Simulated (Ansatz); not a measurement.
## Electronic structure of H₅W···CH₄ (doublet) in real space

The calculation's input:

```
crystal:
  periodic: [false, false, false]
  atoms:
    - { symbol: W, position_ang: [-0.000115, 4.4e-05, -0.61404] }
    - { symbol: H, position_ang: [9.7e-05, 0.000109, 2.305152] }
    - { symbol: H, position_ang: [1.481303, -0.000167, 0.205376] }
    - { symbol: H, position_ang: [0.000313, 1.481428, 0.205458] }
    - { symbol: H, position_ang: [-1.481412, -7.4e-05, 0.205631] }
    - { symbol: H, position_ang: [0.000371, -1.481291, 0.205547] }
    - { symbol: H, position_ang: [-0.00024, 1.2e-05, -2.347309] }
    - { symbol: C, position_ang: [-3.4e-05, -1.1e-05, 3.409582] }
    - { symbol: H, position_ang: [-0.561171, -0.873965, 3.768552] }
    - { symbol: H, position_ang: [1.037322, -0.049029, 3.768794] }
    - { symbol: H, position_ang: [-0.476335, 0.922845, 3.768757] }
magnetization:
  spin_polarized: true
  initial_magnetization: 1
basis:
  gaussian: { orbitals: def2-SVP }
hamiltonian:
  xc: b3lyp
  dispersion: d4
relax:
  f_tol: 0.03
  max_steps: 50
output:
  orbitals: {}
```

Command:

```sh
ansatz run input.yaml --threads 2 --pin off --max-ram 3072MiB --backend cpu --events-out ev --progress --plain --runs-dir out
```

The fields are those of the run's last geometry, not of the input's.

Core potentials replace the inner electrons of W.

These are results of Ansatz 0.2.0, UKS B3LYP-D4/def2-SVP, not measurements.

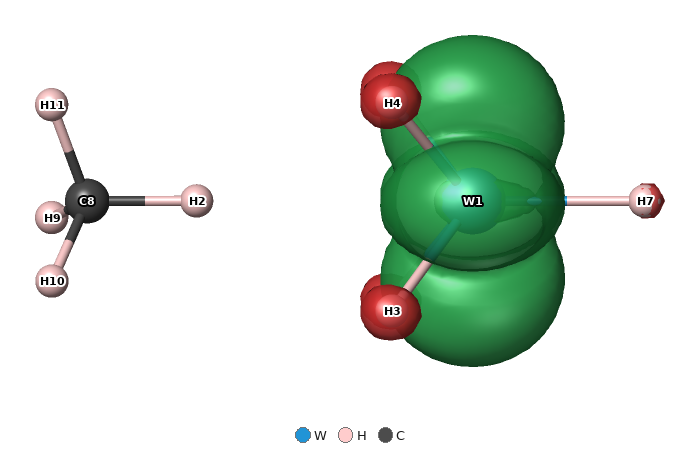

Figure 1. Isosurfaces of the spin density at +0.03 (green) and −0.03 e/Å³ (red), seen from one side.

### Which atoms carry the spin?

The unpaired spin (1 electron) lies mostly on W1 (about 1.0), in electrons by Hirshfeld's partition.

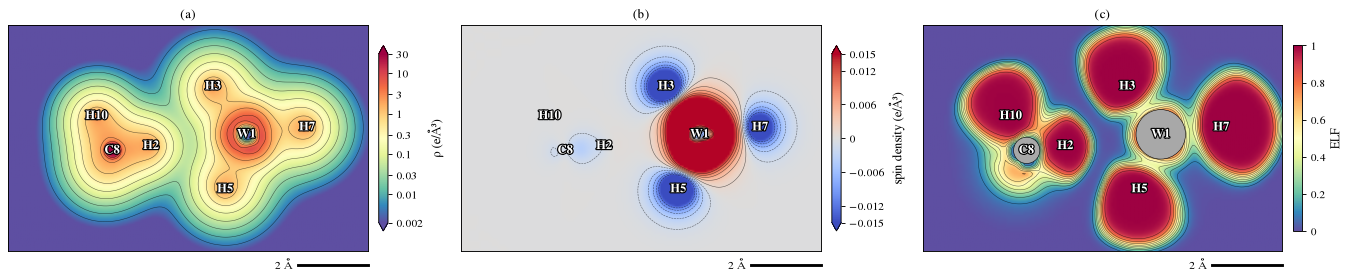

Figure 2. (a) electron density; (b) spin density (α minus β); (c) electron localisation function on the plane of atoms H5, W1 and H7. Grey discs cover the atomic cores in the ELF map.

### Read the bonding off the picture.

The plane passes through W, H and C nuclei.
W1···H2 (2.78 Å): the density falls to about 0.05 e/Å³ on the way; the ELF dips to about 0 between them.
C–H (1.10 Å): the density is about 1.9 e/Å³ at the midpoint; the ELF climbs to about 1 towards the hydrogen, as it does in any bond to H; a covalent bond by its length.
W–H (1.69 Å): ρ is about 1.5 e/Å³ halfway; the ELF climbs to about 1 towards the hydrogen.

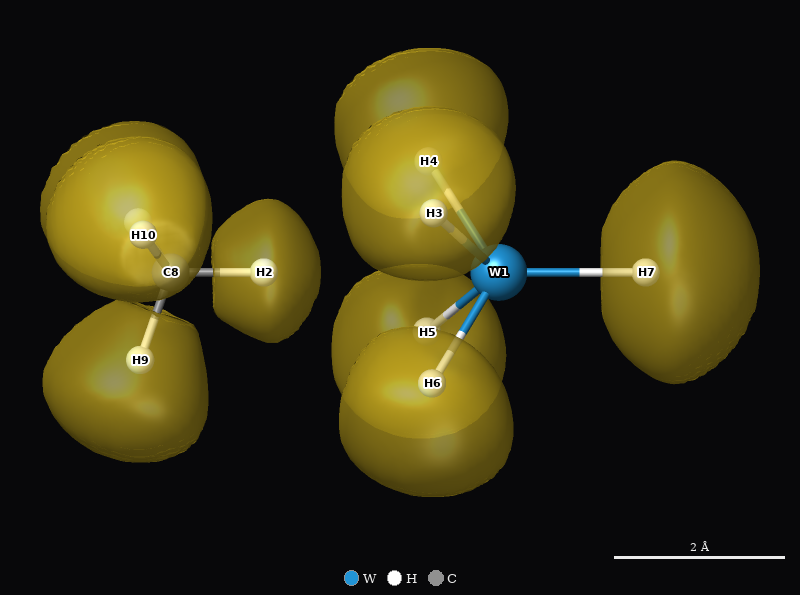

Figure 3. Isosurface of the electron localisation function at 0.75 (yellow), seen across its widest extent. Core shells and regions of very low density are left out.

### Describe the localisation domains.

The surface consists of nine regions around hydrogen nuclei.
